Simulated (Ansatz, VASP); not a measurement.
# SnSe2: VASP beside Ansatz

Aim: how closely do two programs agree when they are given the same cell, functional and k mesh? The cell is taken from a series of VASP runs on this material, whose earlier steps may have relaxed, scaled or displaced it; both programs get it as it stands. Other levels of theory on this material are compared in a session of their own. Valence electrons are named where the data sets of a main pair hold unlike numbers.

Calculated with Ansatz 0.2.0; plane waves, with VASP 6.6.1 beside it; single point at BLYP with D4.

## 1. Set-up

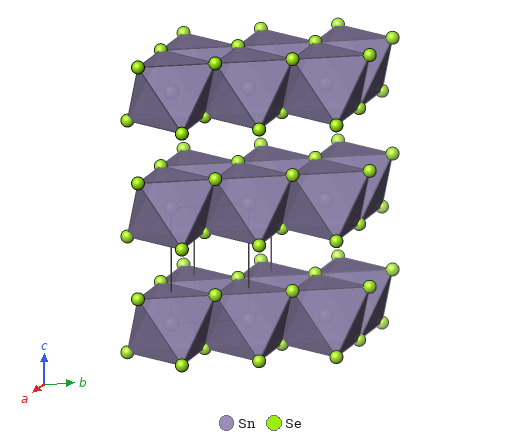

Start, viewed slightly off an axis; tin purple, selenium green. 1×2×2 cells are drawn. Some periodic images of atoms are drawn too.

## 2. VASP: single point, BLYP with D4

With cell and atoms fixed, the geometry can't cause a difference; cores, projectors, grids and the points listed under the comparison can.

Lines of VASP's logs that name or quote its potential files are left out, and so is its time.

The input, INCAR:

```
SYSTEM = SnSe2
PREC = Accurate
ENCUT = 400
EDIFF = 1E-06
NELM = 100
ISMEAR = -5
SIGMA = 0.05
LREAL = .FALSE.
ALGO = Normal
GGA = B5
ALDAX = 1
AGGAX = 1
AGGAC = 1
ALDAC = 0
IVDW = 13
VDW_S6 = 1
VDW_S8 = 2.34076671
VDW_A1 = 0.44488865
VDW_A2 = 4.0933009
LORBIT = 11
LWAVE = .FALSE.
LCHARG = .FALSE.
NEDOS = 2001
```

The input, POSCAR:

```
SnSe2
1.0
    3.9075611574      0.0000000000      0.0000000000
   -1.9537805787      3.3840472291      0.0000000000
    0.0000000000      0.0000000000      5.8568729576
Sn Se
1 2
Direct
    0.0000000000      0.0000000000      0.0000000000
    0.6666666667      0.3333333333      0.7273948134
    0.3333333333      0.6666666667      0.2726051866
```

The input, KPOINTS:

```
Automatic mesh
0
Gamma
10 10 6
0 0 0
```

The projector-augmented-wave data sets are Sn_d and Se (PBE family, release 64).

Run with:

```
mpirun -np 1 vasp_std
```

Numbers of over 12 decimals in the logs are rounded to 6 here.

Output:

```text
[banner, memory and clock lines left out]
running    1 mpi-ranks, on    1 nodes
 distrk:  each k-point on    1 cores,    1 groups
 distr:  one band on    1 cores,    1 groups

 POSCAR found type information on POSCAR SnSe
 POSCAR found :  2 types and       3 ions
|                                                                             |
|               ----> ADVICE to this user running VASP <----                  |
|                                                                             |
|     You enforced a specific xc type in the INCAR file but a different       |
|     [... a line on the potential file left out ...]
|     I HOPE YOU KNOW WHAT YOU ARE DOING!                                     |
|                                                                             |

 LDA part: xc-table for (Slater(with rela. corr.)+VWN5), standard interpolation
 POSCAR, INCAR and KPOINTS ok, starting setup
 FFT: planning ... GRIDC
 FFT: planning ... GRID_SOFT
 FFT: planning ... GRID
 WAVECAR not read
 entering main loop
       N       E                     dE             d eps       ncg     rms          rms(c)
DAV:   1     0.177952786193E+03    0.17795E+03   -0.10940E+04  2472   0.145E+03
DAV:   2     0.752274995806E+01   -0.17043E+03   -0.16781E+03  2812   0.343E+02
DAV:   3    -0.965678962942E+01   -0.17180E+02   -0.16887E+02  3009   0.110E+02
DAV:   4    -0.101933786618E+02   -0.53659E+00   -0.53597E+00  3067   0.205E+01
DAV:   5    -0.102052674899E+02   -0.11889E-01   -0.11887E-01  3593   0.303E+00    0.457E+00
DAV:   6    -0.987258845399E+01    0.33268E+00   -0.97839E-01  3576   0.982E+00    0.300E+00
DAV:   7    -0.986560608549E+01    0.69824E-02   -0.16761E-01  2791   0.252E+00    0.121E+00
DAV:   8    -0.986742293757E+01   -0.18169E-02   -0.11922E-02  3050   0.102E+00    0.327E-01
DAV:   9    -0.986809686777E+01   -0.67393E-03   -0.16765E-03  2919   0.353E-01    0.860E-02
DAV:  10    -0.986807624389E+01    0.20624E-04   -0.15965E-04  3107   0.881E-02    0.343E-02
DAV:  11    -0.986809837225E+01   -0.22128E-04   -0.41212E-05  2713   0.508E-02    0.174E-02
DAV:  12    -0.986809692496E+01    0.14473E-05   -0.22625E-06  2404   0.136E-02    0.746E-03
DAV:  13    -0.986809667646E+01    0.24849E-06   -0.65591E-07  1575   0.640E-03
   1 F= -.12128581E+02 E0= -.12128581E+02  d E =0.000000E+00
```

Parts of OUTCAR (step 2):

```text
ion  position               nearest neighbor table
   1  0.000  0.000  0.000-   2 2.76   3 2.76   3 2.76   2 2.76   2 2.76   3 2.76
   2  0.667  0.333  0.727-   1 2.76   1 2.76   1 2.76
   3  0.333  0.667  0.273-   1 2.76   1 2.76   1 2.76

  LATTYP: Found a hexagonal cell.
 ALAT       =     3.9075611574
 C/A-ratio  =     1.4988563766

 Subroutine GETGRP returns: Found 12 space group operations
 (whereof 12 operations were pure point group operations)

The static configuration has the point symmetry D_3d.

 Found     72 irreducible k-points:

   k-points           NKPTS =     72   k-points in BZ     NKDIM =     72   number of bands    NBANDS=     17

   dimension x,y,z NGX =    28 NGY =   28 NGZ =   40
   dimension x,y,z NGXF=    56 NGYF=   56 NGZF=   80

   ENCUT  =  400.0 eV  29.40 Ry    5.42 a.u.   6.37  6.37  9.55*2*pi/ulx,y,z

   NELECT =      26.0000    total number of electrons

 k-points in reciprocal lattice and weights: Automatic mesh
   0.00000000  0.00000000  0.00000000       0.002
   0.10000000 -0.00000000  0.00000000       0.010
   0.20000000 -0.00000000  0.00000000       0.010
   0.30000000  0.00000000  0.00000000       0.010
   0.40000000 -0.00000000  0.00000000       0.010
   0.50000000  0.00000000  0.00000000       0.005
   0.10000000  0.10000000  0.00000000       0.010
   0.20000000  0.10000000  0.00000000       0.020
   0.30000000  0.10000000  0.00000000       0.020
[...]
0.40000000  0.20000000  0.50000000       0.010
   0.30000000  0.30000000  0.50000000       0.010

 average (electrostatic) potential at core
       1-102.5078       2 -53.0950       3 -53.0950

 E-fermi :   4.9197

 k-point     1 :       0.0000    0.0000    0.0000
  band No.  band energies     occupation
    ...
      9       3.9717      2.00000
     10       3.9717      2.00000
     11       4.0599      2.00000
     12       4.0599      2.00000
     13       4.7900      2.00000
     14       5.1382      0.00000
     15       7.6912      0.00000
     16       9.1164      0.00000
     17       9.1164      0.00000

 k-point     2 :       0.1000   -0.0000    0.0000
  band No.  band energies     occupation
    ...
      9       2.8665      2.00000
     10       3.4953      2.00000
     11       3.6160      2.00000
     12       4.3738      2.00000
     13       4.9060      2.00000
     14       5.9984      0.00000
     15       8.1066      0.00000
     16       8.8183      0.00000
     17       9.2282      0.00000

 k-point     3 :       0.2000   -0.0000    0.0000
  band No.  band energies     occupation
    ...
      9       1.6453      2.00000
     10       2.7340      2.00000
     11       2.9486      2.00000
     12       4.5117      2.00000
     13       4.7468      2.00000
     14       6.5234      0.00000
     15       8.2799      0.00000
     16       9.3792      0.00000
     17       9.4307      0.00000

  DFT-D4 for vdW energy calculation

  Edisp (eV):   -2.26048

  Total      -0.01911    -0.01911    -0.00443     0.00000     0.00000     0.00000
  in kB      -0.39524    -0.39524    -0.09156     0.00000     0.00000     0.00000
  external pressure =       -0.29 kB  Pullay stress =        0.00 kB

  energy-cutoff  :      400.00
  volume of cell :       77.45
      direct lattice vectors                 reciprocal lattice vectors
     3.907561157  0.000000000  0.000000000     0.255914101  0.147752075  0.000000000
    -1.953780579  3.384047229  0.000000000     0.000000000  0.295504150  0.000000000
     0.000000000  0.000000000  5.856872958     0.000000000  0.000000000  0.170739575

 POSITION                                       TOTAL-FORCE (eV/Angst)
 -----------------------------------------------------------------------------------
      0.00000      0.00000      0.00000         0.000000      0.000000     -0.000000
      1.95378      1.12802      4.26026         0.000000     -0.000000      0.008761
     -0.00000      2.25603      1.59661        -0.000000      0.000000     -0.008761
 -----------------------------------------------------------------------------------
    total drift:                               -0.000000      0.000000      0.000000

  FREE ENERGIE OF THE ION-ELECTRON SYSTEM (eV)
  ---------------------------------------------------
  free  energy   TOTEN  =       -12.1285809540 eV

  energy  without entropy=      -12.1285809540  energy(sigma->0) =      -12.12858095

 total charge
# of ion       s       p       d       tot
------------------------------------------
    1        1.094   0.972  10.078  12.145
    2        1.500   2.303   0.026   3.828
    3        1.500   2.303   0.026   3.828
--------------------------------------------------
tot          4.094   5.578  10.130  19.801

[... 3 further parts left out ...]
```

The gap is read on the k-mesh alone, so it is an upper bound where the band edges lie off the mesh.

## 3. Ansatz: single point, BLYP with D4

Ansatz runs on its default PAW (the set named soft_2) files.

The same cell, functional (in two slightly different forms), mesh and smearing now go to Ansatz, which takes its cutoff from its data sets.

The input, input.yaml:

```yaml
crystal:
  lattice:
    - [3.9075611574, 0.0, 0.0]
    - [-1.9537805787, 3.3840472291, 0.0]
    - [0.0, 0.0, 5.8568729576]
  atoms:
    - { symbol: Sn, position: [0.0, 0.0, 0.0] }
    - { symbol: Se, position: [0.6666666667, 0.3333333333, 0.7273948134] }
    - { symbol: Se, position: [0.3333333333, 0.6666666667, 0.2726051866] }
hamiltonian:
  xc: blyp
  pseudopotentials: { kind: paw }
  dispersion: d4
kpoints:
  mp_grid: { grid: [10, 10, 6] }
scf:
  occupations: { method: tetrahedron }
output:
  forces: true
  stress: true
  write_density: true
  write_potential: true
  elf: true
  volumetric_format: npy
```

Run with:

```
ansatz run input.yaml --threads 2 --pin off --max-ram 4608MiB --backend cpu --events-out ev --progress --plain --runs-dir out
```

Output:

```text
Warning: output.forces, output.stress, relax.cell or npt_langevin: where a Kohn–Sham band that disperses or a degenerate level is filled in part under the method tetrahedron, the forces or the stress that this run publishes need not agree with its energy (scf.occupations.method in the input reference, under Limitations); prefer a smearing scheme for the forces or the stress
Engine: ansatz 0.2.0, x86_64-unknown-linux-gnu
Pseudopotentials: kind: paw
Pseudopotential: Sn, paw, valence charge 14, recommended cutoff 420 eV (normal), Sn.paw.azcp
Pseudopotential: Se, paw, valence charge 16, recommended cutoff 420 eV (normal), Se.paw.azcp
Functional definition: BLYP
  parameter beta = 0.0042
  parameter a = 0.04918
  parameter b = 0.132
  parameter c = 0.2533
  parameter d = 0.349
  exchange = b88_x(beta = beta)
  correlation = lyp_c(a = a, b = b, c = c, d = d)
Crystal: 3 atoms, lattice volume = 77.448 Å³
Basis set: ecut = 420 eV, 1519 PW (Γ), exchange–correlation on 54×54×80 points (8 copies of the dense FFT grid, shifted against one another)
Bands: 28, of which v1, the nominal top of the filled ones, is band 23 counted from 1 (22 counted from 0)
Symmetry: 12 space group operations
Space group: P-3m1 (ITA 164), of the structure as read, at distance tolerance 4.3e-5 Å
k-points: 72 of 600
Non-local potential: Sn, projectors of the file, l = 0: 2, l = 1: 2, l = 2: 2, l = 3: 2
Non-local potential: Se, projectors of the file, l = 0: 2, l = 1: 2, l = 2: 3, l = 3: 1
PAW form: soft (Blöchl's): semilocal exchange-correlation on the pseudo side does not see the compensation charge
PAW frozen core: Sn, regenerated for the run's functional, and the local potential with it (the file was generated under x = pbe(κ = 0.804, μ = 0.219515), c = pbe(β = 0.066725))
PAW frozen core: Se, regenerated for the run's functional, and the local potential with it (the file was generated under x = pbe(κ = 0.804, μ = 0.219515), c = pbe(β = 0.066725))
PAW one-centre angular grid: Sn, 590 points (default); XC on 64 Gauss nodes
PAW one-centre angular grid: Se, 590 points (default); XC on 64 Gauss nodes
Initial density: superposition of atomic densities (neutral atoms: chi_scale 0, normalization atom), corrected by the library's trained network
Initial wavefunctions: pseudopotential atomic-orbital guess
Functional: x = b88, c = lyp
SCF iter   1: F=—  HF=-17003.885037 eV  |F-HF|=—  |Δ(HF+E_count)|=         —  Δρ=7.70e-3  dr2=6.64e-2  ethr=1.77e-3  ⟨swp⟩=7.0  Hψ=9119  notcnv=0
preconditioner: auto → Resta (q_TF=auto, 2.501 Å⁻¹)  ε∞=2.8  [insulator: Δε(μ)=0.191 eV  Ē_g=15.947 eV  n_scr=22 (ndim 8)  ℏωp=21.5 eV  f_vac=0.040  ε∞_Penn≈2.8]
SCF iter   2: F=—  HF=-17003.865957 eV  |F-HF|=—  |Δ(HF+E_count)|=   1.91e-2  Δρ=2.93e-3  dr2=7.53e-3  ethr=1.44e-4  ⟨swp⟩=2.2  Hψ=3069  notcnv=0  defer=72
SCF iter   3: F=—  HF=-17003.863461 eV  |F-HF|=—  |Δ(HF+E_count)|=   2.50e-3  Δρ=1.09e-3  dr2=1.33e-3  ethr=1.64e-5  ⟨swp⟩=2.1  Hψ=3723  notcnv=0  defer=72
SCF iter   4: F=—  HF=-17003.863118 eV  |F-HF|=—  |Δ(HF+E_count)|=   3.43e-4  Δρ=2.76e-4  dr2=7.70e-5  ethr=2.88e-6  ⟨swp⟩=2.2  Hψ=2833  notcnv=0  defer=72
SCF iter   5: F=—  HF=-17003.863103 eV  |F-HF|=—  |Δ(HF+E_count)|=   1.53e-5  Δρ=8.64e-5  dr2=5.43e-6  ethr=1.67e-7  ⟨swp⟩=2.0  Hψ=3891  notcnv=0  defer=72
SCF iter   6: F=—  HF=-17003.863106 eV  |F-HF|=—  |Δ(HF+E_count)|=   3.21e-6  Δρ=2.25e-5  dr2=3.24e-7  ethr=1.18e-8  ⟨swp⟩=2.3  Hψ=3912  notcnv=0  defer=72
SCF iter   7: F=-17003.863106 eV  HF=-17003.863106 eV  |F-HF|=2.91e-9  |Δ(HF+E_count)|=   4.49e-7  Δρ=3.78e-6  dr2=9.17e-9  ethr=2.17e-10  ⟨swp⟩=11.4  Hψ=13232  notcnv=0
SCF 1 converged in 7 iterations: F = -17003.863106 eV  dr2 = 9.17e-9
  greatest PAW one-centre occupation: 1.000 electrons in one spin orbital (limit 2), on the Se atom at site 2 (counted from 0), in its partial waves of l = 2
SCF converged after 7 iterations
Stability not checked: this state was not tested for a lower state beside it, because cold or Methfessel-Paxton smearing, or corrected tetrahedra, fill the levels in a way that the test cannot read (fill_not_monotonic; see scf.lower_state_search)
Free energy (F): -17003.863106 eV
Harris-Foulkes:  -17003.863106 eV  (|F-HF|=2.91e-9)
Internal energy: -17003.863106 eV  (E = F + TS)
E sigma→0 (E₀):  -17003.863106 eV
Fermi energy:    8.806107 eV
--- Per-component energies (eV) ---
  E_band       = -838.310400
  E_kinetic    = 426.815054
  E_local      = -5800.656513  (includes V_loc(G=0)·N_el)
  E_nonlocal   = -1229.356415
  E_hartree    = 2984.837927
  E_xc         = -585.265185
  E_vxc        = -285.379031  (∫ρ·V_xc dr)
  E_paw        = -8006.593591  (= ΣΔE_a)
  E_vpaw       = 80.586890  (= ΣTr[D̂ρ^β])
  E_aug_tail   = -0.001249  (compensation charges beyond the density's cutoff)
  E_ewald      = -4791.778541
  E_disp       = -2.261027  (pairwise vdW)
  E_core_change = 0.396433  (= ΣΔE_core)
  E_smearing   = -0.000000  (= −TS)
  E_closure    = 0.000000  (closes the sum)
  Σ components = -17003.863106   (vs F -17003.863106, Δ=0.00e0)
--- Forces (eV/Å), atoms counted from 1 ---
  atom   1  Sn     0.00000000    -0.00000000     0.00000000
  atom   2  Se     0.00000000    -0.00000000     0.02855455
  atom   3  Se    -0.00000000     0.00000000    -0.02855455
  max |Σ_I F_I| component: 6.94e-18 eV/Å
--- Stress (GPa, compression-positive) ---
       -0.175518       0.000000       0.000000
        0.000000      -0.175518      -0.000000
        0.000000      -0.000000      -0.163687
  P = ⅓ Tr σ = -0.1716 GPa (-1.716 kbar)
--- Band table (eV; the first three rows and the last of 72) ---
  k-point 0: bands = [... 19 lower, 7.8830, 7.9679, 7.9679, 8.6865, 9.0209, 11.6040, 13.0283, 13.0283, ... 1 higher]
  k-point 1: bands = [... 19 lower, 7.7738, 7.7797, 8.1077, 8.1077, 9.7973, 11.5837, 12.8996, 12.8996, ... 1 higher]
  k-point 2: bands = [... 19 lower, 7.6842, 7.6842, 8.2614, 8.2614, 10.5059, 11.4883, 12.6591, 12.6591, ... 1 higher]
  k-point 71: bands = [... 19 lower, 4.5497, 5.1096, 8.3988, 8.4091, 10.6696, 12.8451, 13.0294, 14.1299, ... 1 higher]
```

Run time: 3.6 s. Hardware: 2 threads of Intel Xeon Platinum 8488C (Sapphire Rapids), shared host; peak memory 0.49 GiB.

In the SCF lines HF is the Harris–Foulkes energy and dr2 the Hartree energy of the density residual, in eV; the loop may stop once dr2 is under the threshold and the program's other checks hold. Hψ counts applications of the Hamiltonian.

The run ends at a pressure of -0.17 GPa, with forces up to 0.029 eV/Å.

## 4. Differences

Known differences besides the potentials themselves: the data sets hold 46 valence electrons in Ansatz (on its default PAW (the set named soft_2) files) and 26 in VASP; the cutoff is 420 eV in Ansatz and 400 eV in VASP; Ansatz makes its cores anew for this functional, VASP keeps those of its PBE data sets; VASP leaves aspherical gradient terms in its spheres out (LASPH is not set), Ansatz keeps them; VASP's log shows a relativistic correction to its local exchange, Ansatz's none. Total energies have different zeros and are not compared.

Compared:

```csv
quantity,Ansatz,VASP,difference
pressure (GPa),-0.17,-0.03,-0.14
gap on the k mesh (eV),0.115,0.122,-0.007
```

At this near-relaxed geometry the largest component of a force difference is 20 meV/Å. A gap on the mesh is an upper bound, since the band edges may lie between its points. Ansatz's pressure holds a Pulay correction of 0.03 GPa; VASP's holds none.

## 5. Summary of results

- difference in gap on the k mesh (single point, BLYP with D4): -0.0073 eV
- r.m.s. force difference (single point, BLYP with D4): 9.3 meV/Å

The r.m.s. force difference is 9.3 meV/Å (single point, BLYP with D4), within the 12 meV/Å picked in this series as the mark of a large difference. The data sets hold unlike numbers of valence electrons (46 in Ansatz and 26 in VASP), so part of the differences comes from the potentials. 3 further runs of this series are not shown here. How closely two codes agree says nothing of how well the functional describes the real material.

[Lines on the potential files, build, host, timing and source positions are cut from VASP's logs without a mark.]

[Logs are printed without paths, hosts, clocks, repeated set-up lines and the standing remarks that a program may print on its own settings, such as how far it seeks lower states.]

[Hosts, paths, dates, database ids (printed as entryN), source tags and the programs' standing remarks are cut or masked in the printed files.]
